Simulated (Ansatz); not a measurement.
# AlP2H (singlet): one geometry, many settings at a displaced geometry (v2)

Aim: run AlP2H (singlet) at one geometry under a spread of methods and options, and see what each costs and gives.

Program: Ansatz 0.2.0, Gaussian basis. Level of theory: the settings change from run to run. These are calculated values, not measurements.

18 further runs of the same task are left out: 8 that didn't finish, 10 set aside as unsound or not needed.

## (1) The geometry

The geometry is a PBE0/def2-TZVP stationary point (not a proven minimum) with its atoms shifted at random (size 0.100 Å).

4 atoms, charge 0, spin multiplicity 1.

Atoms are counted from 1 here; the program's logs count them from 0.

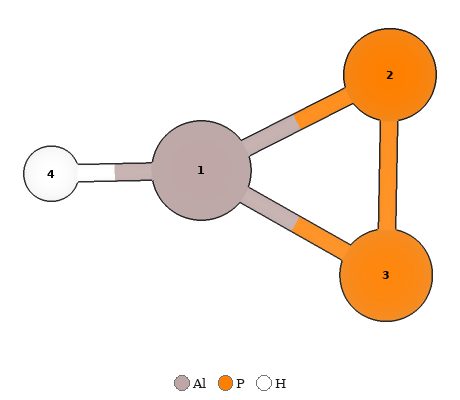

The structure; aluminium light grey, phosphorus orange, hydrogen white; atoms are numbered from 1 in the order of the file.

Coordinates:

```xyz
4

Al    0.0872    0.0063    1.3420
P    -0.0776    1.0621   -0.6282
P    -0.0010   -1.0652   -0.6363
H     0.0821   -0.0730    2.9330
```

## (2) MP2 on UHF/def2-SVP

Contents of in.yaml:

```yaml
crystal:
  periodic: [false, false, false]
  atoms:
    - {symbol: Al, position_ang: [0.087233, 0.006288, 1.342018]}
    - {symbol: P, position_ang: [-0.077641, 1.062100, -0.628154]}
    - {symbol: P, position_ang: [-0.001020, -1.065200, -0.636334]}
    - {symbol: H, position_ang: [0.082088, -0.073032, 2.932976]}
basis:
  gaussian: {orbitals: def2-SVP}
magnetization: {spin_polarized: true, initial_magnetization: 0}
correlation: {method: mp2, electrons: outside_noble_gas}
```

The run is started by

```console
$ ansatz run in.yaml --threads 1 --pin off --events-out ev --progress --plain --max-ram 2393MiB
```

Log:

```text
Functional definition: HF
  name "HF"
  cite "Fock, Z. Phys. 61, 126 (1930) doi:10.1007/BF01340294"
  parent pbe
  exchange = exact_x
  correlation = 0
525 factors; integrals over basis functions are off by at most 1.4e-3 eV
mean field evaluation 1: about -25133.4868 eV, gradient 7.4e0 eV
mean field evaluation 2: about -25133.4934 eV, gradient 7.4e0 eV
mean field evaluation 4: about -25134.1784 eV, gradient 1.0e0 eV
mean field evaluation 8: about -25134.1919 eV, gradient 8.3e-3 eV
mean field evaluation 16: about -25134.2648 eV, gradient 1.3e-1 eV
mean field evaluation 32: about -25134.0383 eV, gradient 1.1e0 eV
mean field -25134.26671682 eV, -923.6672652252 hartree, gradient 3.6e-6 eV, S^2 0.339252; 6 other end points of the search recorded, 0 dependent functions left out
15 core orbitals not correlated: weight in the atoms' cores, before any rotation towards them, 1.000 or more for the frozen orbitals, at most 0.000 for the correlated occupied ones
reference -25134.26671682 eV, -923.6672652252 hartree; 7, 7 occupied and 37, 37 virtual orbitals, 525 factors
second order -7.10862547 eV of doubles, -0.00000000 eV of singles
Total energy: -25141.37534229 eV, -923.9285023929 hartree
```

Wall time 13 s (1 thread of Intel Xeon at 2.50GHz, shared host).

From the report: ⟨S²⟩ of the determinant 0.339 (pure singlet: 0.00).

## (3) CISD/6-31G*

Changes to in.yaml since step 2:

```diff
@@ -8,4 +8,5 @@
 basis:
-  gaussian: {orbitals: def2-SVP}
-magnetization: {spin_polarized: true, initial_magnetization: 0}
-correlation: {method: mp2, electrons: outside_noble_gas}
+  gaussian: {orbitals: "6-31G*"}
+correlation: {active_space: {ras: {orbitals: [7, 0, 37], electrons: 14, max_holes: 2, max_particles: 2}, fixed_orbitals: true}}
+scf: {lower_state_search: full}
+output: {forces: true}
```

Same command.

Log, cut to the lines that bear on the results:

```text
Functional definition: HF
  name "HF"
  cite "Fock, Z. Phys. 61, 126 (1930) doi:10.1007/BF01340294"
  parent pbe
[...]
527 factors; integrals over basis functions are off by at most 1.1e-3 eV
[...]
mean field -25140.76242165 eV, -923.9059779748 hartree, gradient 3.5e-6 eV, S^2 0.000000; 0 other end points of the search recorded, 0 dependent functions left out
reference -25140.76242165 eV, -923.9059779748 hartree; 22, 22 occupied and 37, 37 virtual orbitals, 527 factors
state -25147.79074205 eV, -924.1642639854 hartree
[...]
Total energy: -25147.79074205 eV, -924.1642639854 hartree
Atom 0 at     0.087233     0.006288     1.342018 Å, force    -0.116426    -0.140444     0.212895 eV/Å
Atom 1 at    -0.077641     1.062100    -0.628154 Å, force     0.040042    -0.395947    -0.002974 eV/Å
Atom 2 at    -0.001020    -1.065200    -0.636334 Å, force     0.012897     0.470478     0.059798 eV/Å
Atom 3 at     0.082088    -0.073032     2.932976 Å, force     0.063487     0.065914    -0.269719 eV/Å
Dipole moment:     0.052396     0.015793     0.427626 e Å
```

Run time: 14 s. Hardware: 1 thread of Intel Xeon at 2.50GHz, shared host.

From the report: 95,572 determinants.

## (4) HF/cc-pVDZ

Contents of in.yaml:

```yaml
crystal:
  periodic: [false, false, false]
  atoms:
    - {symbol: Al, position_ang: [0.087233, 0.006288, 1.342018]}
    - {symbol: P, position_ang: [-0.077641, 1.062100, -0.628154]}
    - {symbol: P, position_ang: [-0.001020, -1.065200, -0.636334]}
    - {symbol: H, position_ang: [0.082088, -0.073032, 2.932976]}
basis:
  gaussian: {orbitals: cc-pVDZ}
magnetization: {spin_polarized: false}
hamiltonian: {xc: hf}
scf: {lower_state_search: off}
output: {forces: true, orbitals: {seedname: orbitals}}
```

Launched as before.

Log, cut to the lines that bear on the results:

```text
Functional definition: HF
  name "HF"
  cite "Fock, Z. Phys. 61, 126 (1930) doi:10.1007/BF01340294"
  parent pbe
[...]
608 factors; integrals over basis functions are off by at most 1.3e-3 eV
[...]
mean field -25142.30171825 eV, -923.9625460816 hartree, gradient 3.2e-6 eV, S^2 0.000000; 0 other end points of the search recorded, 0 dependent functions left out
[...]
reference -25142.30171825 eV, -923.9625460816 hartree; 22, 22 occupied and 37, 37 virtual orbitals, 608 factors
Total energy: -25142.30171825 eV, -923.9625460816 hartree
Atom 0 at     0.087233     0.006288     1.342018 Å, force    -0.125528    -0.153296     0.600157 eV/Å
Atom 1 at    -0.077641     1.062100    -0.628154 Å, force     0.042117    -0.511820    -0.128021 eV/Å
Atom 2 at    -0.001020    -1.065200    -0.636334 Å, force     0.005468     0.584034    -0.080293 eV/Å
Atom 3 at     0.082088    -0.073032     2.932976 Å, force     0.077943     0.081082    -0.391843 eV/Å
Dipole moment:     0.057108     0.014419     0.433332 e Å
Checks for a lower state left out: stability, starts, cluster_reference, orbital_swaps, neighbouring_geometries, increment
```

Run time: 2.8 s. Hardware: 1 thread of Intel Xeon at 2.50GHz, shared host.

## (5) NEVPT2(2,6)/STO-3G

Changes to in.yaml since step 4:

```diff
@@ -8,6 +8,5 @@
 basis:
-  gaussian: {orbitals: cc-pVDZ}
-magnetization: {spin_polarized: false}
-hamiltonian: {xc: hf}
-scf: {lower_state_search: off}
-output: {forces: true, orbitals: {seedname: orbitals}}
+  gaussian: {orbitals: STO-3G}
+hamiltonian: {pseudopotentials: {relativity: scalar}}
+correlation: {method: sc_nevpt2, electrons: all, active_space: {window: {electrons: 2, orbitals: 6}}}
+output: {forces: true}
```

The command is unchanged.

Log, cut to the lines that bear on the results:

```text
Functional definition: HF
  name "HF"
  cite "Fock, Z. Phys. 61, 126 (1930) doi:10.1007/BF01340294"
  parent pbe
[...]
300 factors; integrals over basis functions are off by at most 3.4e-5 eV
[...]
mean field -24896.17586214 eV, -914.9175876994 hartree, gradient 6.9e-6 eV, S^2 0.000000; 0 other end points of the search recorded, 0 dependent functions left out; unrestricted orbitals would lower it
reference -24896.17586214 eV, -914.9175876994 hartree; 22, 22 occupied and 6, 6 virtual orbitals, 300 factors
state -24897.50854125 eV, -914.9665627534 hartree
state -24897.50854125 eV, -914.9665627534 hartree; corrected -24900.12036300 eV, -915.0625454323 hartree
WARN: 1 active orbitals are nearly empty or full. The corrections depend on them more than the energy does, and are more stable in an active space without them
[...]
Total energy: -24900.12036300 eV, -915.0625454323 hartree
Relativity: scalar
Atom 0 at     0.087233     0.006288     1.342018 Å, force    -0.369951    -0.258513    -1.587321 eV/Å
Atom 1 at    -0.077641     1.062100    -0.628154 Å, force     0.183198    -1.018631     1.830745 eV/Å
Atom 2 at    -0.001020    -1.065200    -0.636334 Å, force     0.110868     1.116200     1.912521 eV/Å
Atom 3 at     0.082088    -0.073032     2.932976 Å, force     0.075885     0.160944    -2.155944 eV/Å
Dipole moment:     0.054712     0.022264     0.368233 e Å
```

It took 6 s on 1 thread of Intel Xeon at 2.50GHz, shared host.

From the report: 36 determinants; active occupations 1.77, 0.23, 0.00, 0.00, 0.00, 0.00. The report marks this result as in doubt.

## (6) BCCD on RHF/STO-3G

Changes to in.yaml since step 5:

```diff
@@ -9,4 +9,5 @@
   gaussian: {orbitals: STO-3G}
-hamiltonian: {pseudopotentials: {relativity: scalar}}
-correlation: {method: sc_nevpt2, electrons: all, active_space: {window: {electrons: 2, orbitals: 6}}}
+magnetization: {spin_polarized: false}
+correlation: {method: bccd, electrons: valence}
+scf: {omitted_lower_state_checks: [cluster_reference]}
 output: {forces: true}
```

Launched as before.

Log, cut to the lines that bear on the results:

```text
Functional definition: HF
  name "HF"
  cite "Fock, Z. Phys. 61, 126 (1930) doi:10.1007/BF01340294"
  parent pbe
[...]
300 factors; integrals over basis functions are off by at most 3.4e-5 eV
[...]
mean field -24852.79719397 eV, -913.3234510473 hartree, gradient 7.0e-6 eV, S^2 0.000000; 0 other end points of the search recorded, 0 dependent functions left out; unrestricted orbitals would lower it
15 core orbitals not correlated: weight in the atoms' cores, before any rotation towards them, 0.999 or more for the frozen orbitals, at most 0.000 for the correlated occupied ones
reference -24852.79719397 eV, -913.3234510473 hartree; 7, 7 occupied and 6, 6 virtual orbitals, 300 factors
second order -4.15633815 eV of doubles, -0.00000000 eV of singles
cycle   1  -4.23055479 eV  change   -1.4e-1 eV  update   8.1e-2
[...]
cycle  14  -4.53297315 eV  change    1.5e-6 eV  update   1.0e-6
WARN: these amplitudes may be one of several solutions (largest doubles amplitude 0.24, level shift 0.27 eV)
[...]
Total energy: -24857.33016712 eV, -913.4900347381 hartree
Atom 0 at     0.087233     0.006288     1.342018 Å, force    -0.313106    -0.250427    -1.250531 eV/Å
Atom 1 at    -0.077641     1.062100    -0.628154 Å, force     0.147130    -0.771992     1.427904 eV/Å
Atom 2 at    -0.001020    -1.065200    -0.636334 Å, force     0.094730     0.888399     1.557261 eV/Å
Atom 3 at     0.082088    -0.073032     2.932976 Å, force     0.071245     0.134021    -1.734634 eV/Å
Dipole moment:     0.053087     0.021925     0.358095 e Å
Checks for a lower state left out: cluster_reference
```

Run time: 2.3 s. Hardware: 1 thread of Intel Xeon at 2.50GHz, shared host.

From the report: correlation -4.5330 eV; largest double amplitude 0.24. The report flags that the cluster equations may have other roots.

## (7) BCCD on RHF/def2-mTZVP

Changes to in.yaml since step 6:

```diff
@@ -8,6 +8,6 @@
 basis:
-  gaussian: {orbitals: STO-3G}
+  gaussian: {orbitals: def2-mTZVP}
 magnetization: {spin_polarized: false}
-correlation: {method: bccd, electrons: valence}
-scf: {omitted_lower_state_checks: [cluster_reference]}
-output: {forces: true}
+hamiltonian: {pseudopotentials: {relativity: none}}
+correlation: {method: bccd, electrons: outside_noble_gas}
+accuracy: high
```

Launched as before.

Log, cut to the lines that bear on the results:

```text
Functional definition: HF
  name "HF"
  cite "Fock, Z. Phys. 61, 126 (1930) doi:10.1007/BF01340294"
  parent pbe
[...]
1265 factors; integrals over basis functions are off by at most 3.8e-9 eV
[...]
mean field -25142.11029215 eV, -923.9555113019 hartree, gradient 9.3e-9 eV, S^2 0.000000; 0 other end points of the search recorded, 0 dependent functions left out; unrestricted orbitals would lower it
15 core orbitals not correlated: weight in the atoms' cores, before any rotation towards them, 1.000 or more for the frozen orbitals, at most 0.000 for the correlated occupied ones
reference -25142.11029215 eV, -923.9555113019 hartree; 7, 7 occupied and 47, 47 virtual orbitals, 1265 factors
second order -7.19114934 eV of doubles, -0.00000000 eV of singles
cycle   1  -7.57649477 eV  change   -3.9e-1 eV  update   9.2e-2
[...]
cycle  27  -7.93929154 eV  change  -1.4e-10 eV  update   1.2e-9
Total energy: -25150.04958369 eV, -924.2472748847 hartree
```

Wall time 20 s (1 thread of Intel Xeon at 2.50GHz, shared host); peak memory 0.27 GiB.

From the report: correlation -7.9393 eV; largest double amplitude 0.14.

## (8) CCSD on RHF/6-31G

Changes to in.yaml since step 7:

```diff
@@ -8,6 +8,5 @@
 basis:
-  gaussian: {orbitals: def2-mTZVP}
+  gaussian: {orbitals: 6-31G}
 magnetization: {spin_polarized: false}
-hamiltonian: {pseudopotentials: {relativity: none}}
-correlation: {method: bccd, electrons: outside_noble_gas}
-accuracy: high
+correlation: {method: ccsd, electrons: all, diis_vectors: 4}
+scf: {lower_state_search: light}
```

The command is unchanged.

Log, cut to the lines that bear on the results:

```text
Functional definition: HF
  name "HF"
  cite "Fock, Z. Phys. 61, 126 (1930) doi:10.1007/BF01340294"
  parent pbe
[...]
450 factors; integrals over basis functions are off by at most 1.4e-4 eV
[...]
mean field -25138.01486693 eV, -923.8050072011 hartree, gradient 4.9e-6 eV, S^2 0.000000; 0 other end points of the search recorded, 0 dependent functions left out; unrestricted orbitals would lower it
reference -25138.01486693 eV, -923.8050072011 hartree; 22, 22 occupied and 19, 19 virtual orbitals, 450 factors
second order -4.52933878 eV of doubles, -0.00000000 eV of singles
cycle   1  -4.70068535 eV  change   -1.7e-1 eV  update   8.2e-2
[...]
cycle  11  -4.97237723 eV  change    8.2e-6 eV  update   2.0e-5
Total energy: -25142.98724416 eV, -923.9877386940 hartree
```

Run time: 5.5 s. Hardware: 1 thread of Intel Xeon at 2.50GHz, shared host.

From the report: correlation -4.9724 eV; T1 0.009; largest double amplitude 0.16.

## (9) CCSD/cc-pVDZ

Changes to in.yaml since step 8:

```diff
@@ -8,5 +8,6 @@
 basis:
-  gaussian: {orbitals: 6-31G}
+  gaussian: {orbitals: cc-pVDZ, point_charges: [{charge: -1.00, position_ang: [4.443, -0.949, 0.469]}]}
 magnetization: {spin_polarized: false}
-correlation: {method: ccsd, electrons: all, diis_vectors: 4}
-scf: {lower_state_search: light}
+hamiltonian: {xc: {name: r2SCAN}}
+correlation: {method: ccsd, electrons: valence}
+scf: {lower_state_search: off}
```

Same command.

Log, cut to the lines that bear on the results:

```text
Functional definition: r2SCAN
  name "r2SCAN"
  cite "Furness, Kaplan, Ning, Perdew & Sun, J. Phys. Chem. Lett. 11, 8208 (2020) doi:10.1021/acs.jpclett.0c02405"
  cite "Furness, Kaplan, Ning, Perdew & Sun, J. Phys. Chem. Lett. 11, 9248 (2020) doi:10.1021/acs.jpclett.0c03077"
  parent r2scan
[...]
608 factors; integrals over basis functions are off by at most 1.3e-3 eV
[...]
mean field -25188.32207244 eV, -925.6537629044 hartree, gradient 4.2e-6 eV, S^2 0.000000; 0 other end points of the search recorded, 0 dependent functions left out
15 core orbitals not correlated: weight in the atoms' cores, before any rotation towards them, 1.000 or more for the frozen orbitals, at most 0.000 for the correlated occupied ones
reference -25142.14793726 eV, -923.9568947343 hartree; 7, 7 occupied and 37, 37 virtual orbitals, 608 factors
second order -8.14604468 eV of doubles, -0.24853059 eV of singles
cycle   1  -8.42445110 eV  change   -3.3e-2 eV  update   9.5e-2
[...]
cycle  10  -8.82527790 eV  change    4.5e-6 eV  update   9.5e-6
Total energy: -25150.97321516 eV, -924.2812177153 hartree
Checks for a lower state left out: stability, starts, cluster_reference, orbital_swaps, neighbouring_geometries, increment
```

Run time: 5.5 s. Hardware: 1 thread of Intel Xeon at 2.50GHz, shared host.

From the report: correlation -8.8253 eV; T1 0.013; largest double amplitude 0.14. The orbitals are Kohn-Sham ones, so correlation energy and T1 don't compare with those on Hartree-Fock orbitals.

## (10) BCCD/6-31++G**

Contents of in.yaml:

```yaml
crystal:
  periodic: [false, false, false]
  atoms:
    - {symbol: Al, position_ang: [0.087233, 0.006288, 1.342018]}
    - {symbol: P, position_ang: [-0.077641, 1.062100, -0.628154]}
    - {symbol: P, position_ang: [-0.001020, -1.065200, -0.636334]}
    - {symbol: H, position_ang: [0.082088, -0.073032, 2.932976]}
basis:
  gaussian: {orbitals: "6-31++G**"}
magnetization: {spin_polarized: false}
hamiltonian: {xc: {name: PBE}}
correlation: {method: bccd, electrons: outside_noble_gas}
output: {forces: true}
```

Same command.

Log, cut to the lines that bear on the results:

```text
Functional definition: PBE
  name "PBE"
  cite "Perdew, Burke & Ernzerhof, Phys. Rev. Lett. 77, 3865 (1996) doi:10.1103/PhysRevLett.77.3865"
  parent pbe
[...]
626 factors; integrals over basis functions are off by at most 1.5e-3 eV
[...]
mean field -25176.67875275 eV, -925.2258787979 hartree, gradient 3.4e-6 eV, S^2 0.000000; 1 other end points of the search recorded, 0 dependent functions left out
15 core orbitals not correlated: weight in the atoms' cores, before any rotation towards them, 1.000 or more for the frozen orbitals, at most 0.000 for the correlated occupied ones
reference -25140.07922816 eV, -923.8808710771 hartree; 7, 7 occupied and 53, 53 virtual orbitals, 626 factors
second order -7.94778356 eV of doubles, -0.34608812 eV of singles
cycle   1  -8.27614099 eV  change    1.0e-2 eV  update   9.7e-2
[...]
cycle  13  -8.65349585 eV  change   -4.5e-6 eV  update   3.4e-6
[...]
Total energy: -25148.73272401 eV, -924.1988811841 hartree
Atom 0 at     0.087233     0.006288     1.342018 Å, force    -0.094266    -0.148330     0.487207 eV/Å
Atom 1 at    -0.077641     1.062100    -0.628154 Å, force     0.020272    -0.074211    -0.080912 eV/Å
Atom 2 at    -0.001020    -1.065200    -0.636334 Å, force     0.017233     0.152260    -0.010078 eV/Å
Atom 3 at     0.082088    -0.073032     2.932976 Å, force     0.056760     0.070281    -0.396216 eV/Å
Dipole moment:     0.049686     0.016440     0.395236 e Å
```

Run time: 22 s. Hardware: 1 thread of Intel Xeon at 2.50GHz, shared host; peak memory 0.25 GiB.

From the report: correlation -8.6535 eV; largest double amplitude 0.13.

## (11) The runs in one table

 † marks a result that the program doubts.

```tsv
level	correlated	functions	energy (eV)	time
MP2 on UHF/def2-SVP	outside noble gas	59	-25141.3753	13 s
CISD/6-31G*	valence	59	-25147.7907	14 s
HF/cc-pVDZ		59	-25142.3017	2.8 s
NEVPT2(2,6)/STO-3G (relativity set) †	all	28	-24900.1204	6 s
BCCD on RHF/STO-3G †	valence	28	-24857.3302	2.3 s
BCCD on RHF/def2-mTZVP	outside noble gas	69	-25150.0496	20 s
CCSD on RHF/6-31G	all	41	-25142.9872	5.5 s
CCSD/cc-pVDZ (beside a point charge, on r2SCAN orbitals)	valence	59	-25150.9732	5.5 s
BCCD/6-31++G** (on PBE orbitals)	outside noble gas	75	-25148.7327	22 s
```

## (12) What came out

| quantity | value |
| --- | --- |
| runs | 9 |
| quickest | BCCD on RHF/STO-3G †, 2.3 s |
| slowest | BCCD/6-31++G** (on PBE orbitals), 22 s |

In words: Total energies in different bases, with other cores or another treatment of relativity can't be set against each other. BCCD/6-31++G** (on PBE orbitals) took 10 times as long as BCCD on RHF/STO-3G †; the jobs differ in more than the method.
